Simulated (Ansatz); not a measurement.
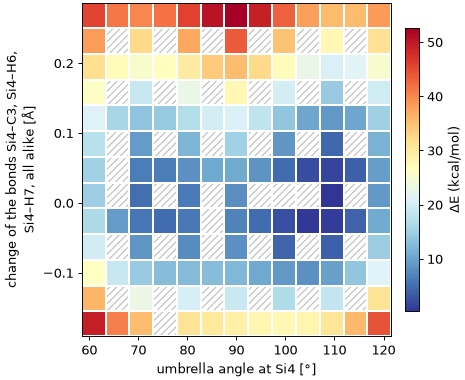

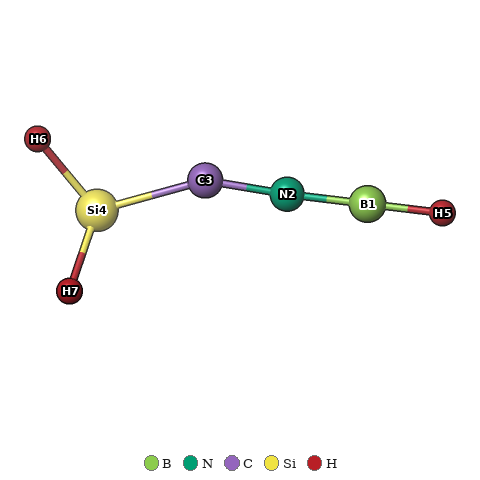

Energy landscape of CH3BNSi, SMILES [BH]N=C=[SiH2], spin multiplicity 2. 
- First axis: umbrella angle at Si4 (between each of its bonds and their common axis; 90 is planar). Second axis: change of the bonds Si4–C3, Si4–H6, Si4–H7, all alike.
- Nothing is relaxed (all other coordinates rigid).
- Grid: 13 × 13 points. At 40 points there is no value.
- Points are written as (first, second).
- Energies are in kcal/mol, from the relaxed molecule at the same level.
- In part of the range the unrestricted reference is strongly spin-contaminated.
- All numbers below come from UHF/def2-TZVP in Ansatz.

Drawn: one coloured cell a grid point, hatched blanks where no value was computed. The second picture is the structure at the lowest point.

Question: Summarise what can be read from the map.

Answer: The lowest grid point is at (109.4°, 0.011 Å), 0.32 kcal/mol from the relaxed molecule at the same level. The highest grid point, (90.0°, 0.268 Å), lies 52.3 kcal/mol above the lowest.

The input of one point:

```yaml
crystal:
  periodic: [false, false, false]
  atoms:
    - { symbol: B, position_ang: [-1.459711, -1.494451, -1.081598] }
    - { symbol: "N", position_ang: [-0.766402, -0.745305, -0.362563] }
    - { symbol: C, position_ang: [-0.103825, 0.01707, 0.42679] }
    - { symbol: Si, position_ang: [1.316098, 1.062893, 0.761137] }
    - { symbol: H, position_ang: [-2.104849, -2.194301, -1.750678] }
    - { symbol: H, position_ang: [1.323174, 1.398831, 2.204666] }
    - { symbol: H, position_ang: [1.250219, 2.319484, -0.031864] }
magnetization:
  spin_polarized: true
  initial_magnetization: 1
basis:
  gaussian: { orbitals: def2-TZVP }
hamiltonian:
  xc: hf
output:
  forces: true
```

Time for the 129 points that were run: 71 min on 1 thread of Arm Neoverse N1, with other jobs on the host.
